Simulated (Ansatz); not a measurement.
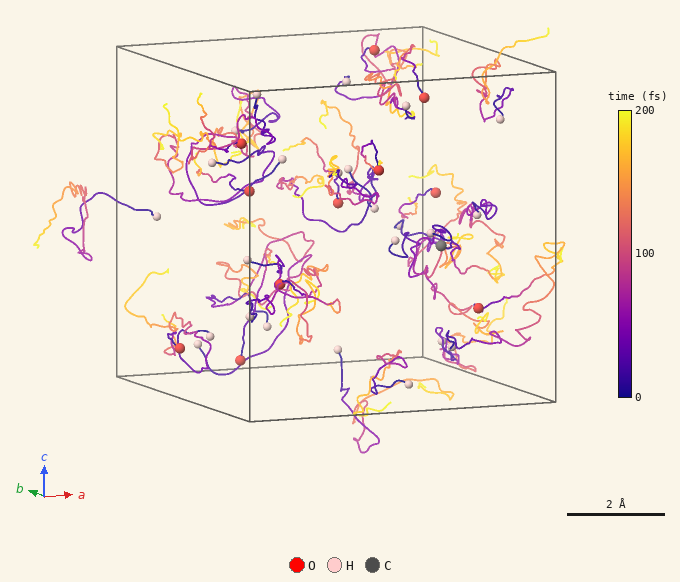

Molecular dynamics of a periodic cell with 10 H2O + 1 CH3OH at 1.067 g/cm³, 200 fs long. It starts from the last geometry of an earlier run, with fresh velocities. Lines trace each atom's path, coloured by time; spheres stand at the starting positions. Seen slightly off an axis in the simulation cell.

Method: Ansatz, DFT PBE-D3(BJ), scalar-relativistic, plane waves, PAW. Settings: plane-wave cutoff 420 eV; k-point mesh 1 × 1 × 1; Fermi-Dirac smearing 0.05 eV; low-accuracy preset; Langevin thermostat and barostat (NPT); set temperature 1500 K; time step 0.5 fs; friction 0.02 per fs; target pressure 0 GPa.

> How do the atoms move?

In the second half of the run the atoms are, in the root-mean-square, this far from where they began (common drift taken out): C 1.70 Å, H 1.67 Å, O 1.35 Å. The molecules turn and drift from their places. The conserved quantity stays between −1.1 and 0.55 meV per atom of its start. A straight-line fit has a slope that amounts to −0.21 meV per atom over 200 fs (0.1 % of the mean kinetic energy), and the ripple about it is 0.9 % of the kinetic energy's fluctuation. With a drift under 2 % and a ripple under 7 %, the integration is accurate.

Limits of the set-up: the program's low-accuracy preset was used; the periodic images lie only 6.9 Å apart, so the values are limited by the cell's size.

The run took 19 min on 1 thread of Arm Neoverse V1, on a shared host, peak memory 0.46 GiB.
